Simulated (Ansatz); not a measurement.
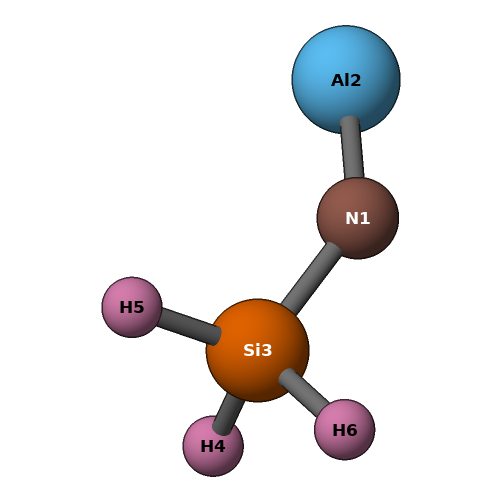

The questions are on Mulliken charges. Charge 0, doublet. Computed geometry: PBE0-D4/def2-TZVP optimisation. No frequency run is at hand to confirm it as a minimum. Properties computed with UKS PBE0-D4/def2-TZVP (Ansatz 0.2.0).

List the Mulliken charges.

| atom | value (e) |
| --- | --- |
| N1 | −0.37 |
| Al2 | 0.29 |
| Si3 | 0.21 |
| H4 | −0.05 |
| H5 | −0.05 |
| H6 | −0.03 |

Mulliken values depend strongly on the basis set and can even reverse the polarity of a bond.
